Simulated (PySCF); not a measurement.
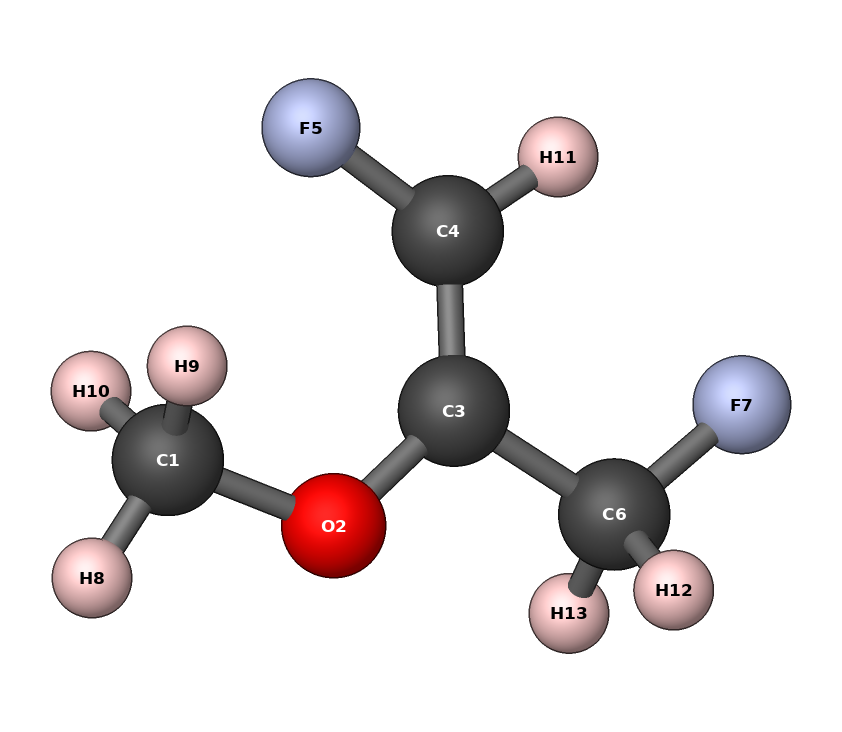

The computed structure is the end point of a PBE0-D3(BJ)/def2-SVP optimisation. No frequency run is at hand to confirm it as a minimum. Method: GIAO OPBE/pcSseg-1 NMR shielding, non-relativistic, gas phase (PySCF 2.14.0). Principal shieldings σ11 ≤ σ22 ≤ σ33, span Ω = σ33 − σ11, skew κ = 3(σiso − σ22)/Ω.

**Which F atom has the most anisotropic shielding?**

F5, with a span of 187 ppm.

Give the shielding tensors of the F atoms.

```
atom    σ11    σ22    σ33   σiso      Ω     κ
  F5  278.8  302.7  465.6  349.1  186.8  0.74
  F7  408.9  415.3  460.8  428.3   51.9  0.75
```

Shieldings and span in ppm.
